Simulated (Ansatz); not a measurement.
# One shape, several levels: BH3 (SMILES B)

Aim: a comparison of 6 runs (r2SCAN/3-21G, PBE/6-31G*, RPA@PBE/6-31G*, MP2/3-21G, UMP2/3-21G, FCI/3-21G) of BH3. 

The results are computed with Ansatz 0.2.0.

54 further runs of the same task are left out: 54 set aside as unsound or not needed.

## 1. Starting point

BH3 has 4 atoms, charge 0, and is taken as a singlet. SMILES: `B`. The H2–B1 distance was set to 2.387 Å, away from the relaxed value. At this shape a bond of the SMILES string is far longer than usual.

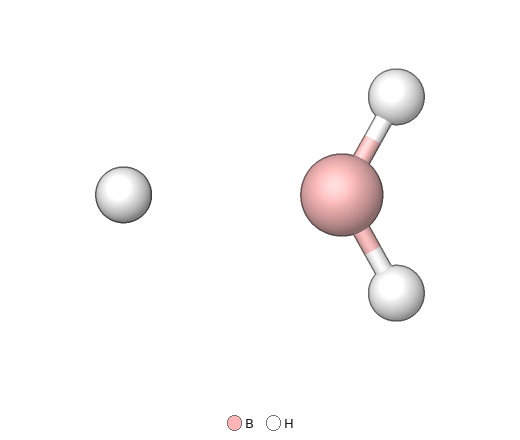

The structure, seen from a chosen angle (boron pink, hydrogen white).

## 2. A single-point energy at r2SCAN/3-21G (run 1)

Input file molecule.yaml:

```yaml
crystal:
  periodic: [false, false, false]
  atoms:
    - {symbol: B, position_ang: [-0.954418, -0.411907, -0.579010]}
    - {symbol: H, position_ang: [0.982200, 0.381700, 0.568800]}
    - {symbol: H, position_ang: [-1.244518, -1.568607, -0.530910]}
    - {symbol: H, position_ang: [-1.632718, 0.348093, -1.200810]}
basis:
  gaussian: {orbitals: 3-21G.json}
magnetization: {spin_polarized: false, initial_magnetization: 0}
hamiltonian: {xc: r2scan}
accuracy: high
```

The basis set 3-21G is read from a file made from the Basis Set Exchange's data (not shown).

Started as:

```bash
$ ansatz run molecule.yaml --threads 1 --pin off --max-ram 2610MiB --events-out events.jsonl --progress --plain --runs-dir runs
```

Output:

```text
Warning: RAYON_NUM_THREADS=1 ignored (pool sized by the plan → 1); use --threads N
Functional definition: r2SCAN
  name "r2SCAN"
  parameter k0 = 0.174
  parameter k1 = 0.065
  parameter a1 = 4.9479
  exchange = r2scan_x(k0 = k0, k1 = k1, a1 = a1)
  correlation = r2scan_c
291 factors; integrals over basis functions are off by at most 3.4e-9 eV
mean field evaluation 1: about -715.1174 eV, gradient 5.4e0 eV
mean field evaluation 2: about -715.1243 eV, gradient 4.3e0 eV
mean field evaluation 4: about -715.2276 eV, gradient 1.2e-1 eV
mean field evaluation 8: about -715.2039 eV, gradient 5.5e-3 eV
mean field -715.20391332 eV, -26.2832590318 hartree, gradient 4.7e-8 eV, S^2 0.000000; 0 other end points of the search recorded, 0 dependent functions left out
reference -715.20391372 eV, -26.2832590466 hartree; 4, 4 occupied and 11, 11 virtual orbitals, 291 factors
Total energy: -715.20391372 eV, -26.2832590466 hartree
```

Wall time 1.1 s (1 thread of Arm Neoverse V1, shared host); peak memory 0.096 GiB.

## 3. A single-point energy at PBE/6-31G(d) (spherical functions) (run 2)

Input file molecule.yaml:

```yaml
crystal:
  periodic: [false, false, false]
  atoms:
    - symbol: B
      position_ang: [-0.954418, -0.411907, -0.579010]
    - symbol: H
      position_ang: [0.982200, 0.381700, 0.568800]
    - symbol: H
      position_ang: [-1.244518, -1.568607, -0.530910]
    - symbol: H
      position_ang: [-1.632718, 0.348093, -1.200810]
basis:
  gaussian:
    orbitals: 6-31G_st_-spherical.json
hamiltonian:
  xc: {name: PBE}
accuracy: high
total_charge: 0
```

The basis set 6-31G* is read from a file made from the Basis Set Exchange's data (not shown).

Started as:

```bash
$ ansatz run molecule.yaml --threads 1 --pin off --max-ram 2610MiB --events-out events.jsonl --progress --plain --runs-dir runs
```

Output:

```text
Warning: RAYON_NUM_THREADS=1 ignored (pool sized by the plan → 1); use --threads N
Functional definition: PBE
  name "PBE"
  parameter kappa = 0.804
  parameter beta = 0.06672455060314922
  exchange = pbe_x(kappa = kappa, mu = beta*pi^2/3)
  correlation = pbe_c(beta = beta)
414 factors; integrals over basis functions are off by at most 2.8e-9 eV
mean field evaluation 1: about -718.2331 eV, gradient 8.4e0 eV
mean field evaluation 2: about -718.4470 eV, gradient 4.2e0 eV
mean field evaluation 4: about -718.5201 eV, gradient 5.4e-1 eV
mean field evaluation 8: about -718.5156 eV, gradient 1.7e-2 eV
mean field evaluation 16: about -718.5156 eV, gradient 3.2e-8 eV
mean field -718.51563600 eV, -26.4049625955 hartree, gradient 3.2e-8 eV, S^2 0.000000; 0 other end points of the search recorded, 0 dependent functions left out
reference -718.51563811 eV, -26.4049626731 hartree; 4, 4 occupied and 16, 16 virtual orbitals, 414 factors
Total energy: -718.51563811 eV, -26.4049626731 hartree
```

Run time: 0.58 s. Hardware: 1 thread of Arm Neoverse V1, shared host.

Runs 3 to 5 aren't shown in full; the table further down has their settings and results.

## 4. The energy at FCI/3-21G (run 6)

Input file molecule.yaml:

```yaml
basis:
  gaussian: {orbitals: 3-21G.json}
crystal:
  periodic: [false, false, false]
  atoms:
    - {symbol: B, position_ang: [-0.954418, -0.411907, -0.579010]}
    - {symbol: H, position_ang: [0.982200, 0.381700, 0.568800]}
    - {symbol: H, position_ang: [-1.244518, -1.568607, -0.530910]}
    - {symbol: H, position_ang: [-1.632718, 0.348093, -1.200810]}
correlation: {method: fci, frozen_orbitals: {B: 1, H: 0}}
accuracy: high
```

The basis set 3-21G is read from a file made from the Basis Set Exchange's data (not shown).

Started as:

```bash
$ ansatz run molecule.yaml --threads 1 --pin off --max-ram 2610MiB --events-out events.jsonl --progress --plain --runs-dir runs
```

Output:

```text
Warning: RAYON_NUM_THREADS=1 ignored (pool sized by the plan → 1); use --threads N
Functional definition: HF
  name "HF"
  exchange = exact_x
  correlation = 0
291 factors; integrals over basis functions are off by at most 3.4e-9 eV
mean field evaluation 1: about -708.6499 eV, gradient 1.2e1 eV
mean field evaluation 2: about -708.6405 eV, gradient 1.2e1 eV
mean field evaluation 4: about -709.4984 eV, gradient 1.1e0 eV
mean field evaluation 8: about -709.5065 eV, gradient 1.4e-4 eV
mean field -709.50652589 eV, -26.0738839056 hartree, gradient 1.8e-8 eV, S^2 0.000000; 0 other end points of the search recorded, 0 dependent functions left out; unrestricted orbitals would lower it
mean field evaluation 16: about -710.4692 eV, gradient 3.3e-1 eV
1 core orbitals not correlated: weight in the atoms' cores, before any rotation towards them, 1.000 or more for the frozen orbitals, at most 0.000 for the correlated occupied ones
reference -709.50652589 eV, -26.0738839056 hartree; 3, 3 occupied and 11, 11 virtual orbitals, 291 factors
state -712.60543164 eV, -26.1877665914 hartree
Total energy: -712.60543164 eV, -26.1877665914 hartree
```

Wall time 0.49 s (1 thread of Arm Neoverse V1, shared host).

## 5. Overview of the runs

```csv
run,level,frozen core orbitals,energy (Eh),wall time
1,r2SCAN/3-21G,–,-26.283259,1.1 s
2,PBE/6-31G* (spherical functions),–,-26.404963,0.58 s
3,RPA@PBE/6-31G* (spherical functions),1,-26.411815,1.1 s
4,MP2/3-21G,1,-26.145326,0.08 s
5,UMP2/3-21G,1,-26.151455,0.1 s
6,FCI/3-21G,1,-26.187767,0.49 s
```

## 6. Summary of results

| quantity | value |
| --- | --- |
| run 6: total energy | -26.18777 Eh |
| run 6: correlation energy (1 core orbital frozen) | -113.9 mEh |

**Reading.** Against full CI in this basis: MP2 +42.4 mEh; UMP2 +36.3 mEh. Totals of different functionals can't be ranked against each other. In run 4 the log says that unrestricted orbitals would lower the reference, so the values rest on an unstable closed-shell determinant (other closed-shell runs at this shape may share the fault). Spin contamination of the reference: run 5 ⟨S²⟩ = 0.75. Where it is this large, the reference is a mixture of spin states, and values that rest on it are in doubt. All runs together took 3.5 s, the longest 1.1 s.
